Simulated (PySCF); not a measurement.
Molecule: Ga(Me)2(nBu), SMILES CCC[CH2][Ga]([CH3])[CH3]. Atoms near the plane z = 1.0 Å, at the GFN2-xTB optimised geometry (x, y, z in Å): Ga1 (-1.9, 0.1, 0.0), C2 (-2.9, 1.8, 0.0), H3 (-2.6, 2.5, 0.8), H4 (-4.0, 1.6, 0.1), C6 (-2.9, -1.7, 0.0), H7 (-2.3, -2.6, -0.1), H9 (-3.5, -1.8, 0.9), C10 (0.2, 0.1, 0.0), C11 (0.7, 1.5, 0.1), C12 (2.3, 1.6, 0.1), H14 (0.6, -0.6, 0.8), H17 (0.3, 1.9, 1.0), H18 (2.6, 2.6, 0.4), H19 (2.6, 0.9, 0.9).

Computed with B3LYP/def2-SVP in PySCF. The values are rescaled to run from 0 to 1.

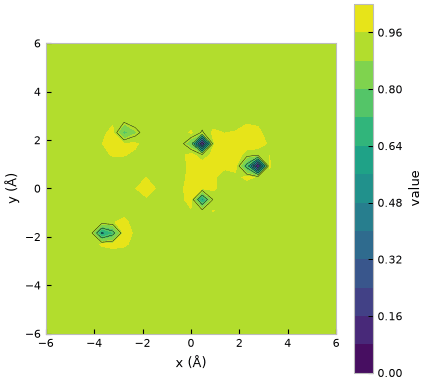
a field on the plane z = 1.0 Å.

Problem. Which quantity is mapped?
A) electrostatic potential
B) an orbital amplitude
C) Laplacian of the electron density
D) deformation density (molecule minus spherical neutral atoms)

Solution. C, Laplacian of the electron density. In full: Laplacian of the electron density (e/bohr⁵), clipped to [-1.50, 1.50].
